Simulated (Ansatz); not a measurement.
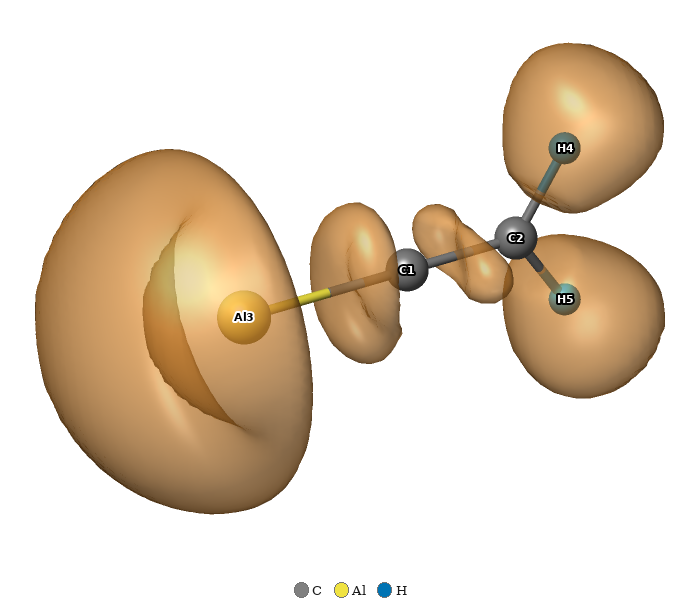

*C$_{2}$H$_{2}$Al (SMILES C=[C][Al]) (doublet). Isosurface of the ELF at 0.85 (orange), seen at a tilt. Only the valence region is drawn (cores and ρ < 0.01 e/Å³ removed).*

Geometry: B3LYP-D4/def2-TZVP.

All numbers below come from isolated molecule in a Gaussian basis; Kohn-Sham density functional theory, functional PBE0 in Ansatz 0.2.0.

```yaml
atoms:
  - { symbol: C, position_ang: [-1.0092, 1.3763, 0.5559] }
  - { symbol: C, position_ang: [-1.2519, 0.9949, 1.7821] }
  - { symbol: Al, position_ang: [-0.6434, 1.9472, -1.2829] }
  - { symbol: H, position_ang: [-0.5592, 0.3698, 2.3493] }
  - { symbol: H, position_ang: [-2.1623, 1.2780, 2.3145] }
```

**What do the ELF domains correspond to?**

At this value the surface marks out one region between bonded C–C atoms (shared pairs), two regions around hydrogen nuclei, one lobe of the valence shell of C pointing towards Al (polar bonds) and one lobe on Al, pointing away from the bonds (non-bonding electrons). Along the contacts the grid gives the following. C–C (1.31 Å): the ELF peaks at about 0.95 between the atoms: a multiple bond. C–Al (1.96 Å): the ELF peaks at about 0.95 in the valence shell of C, 0.7 Å from its nucleus, and is about 0.80 at the midpoint.
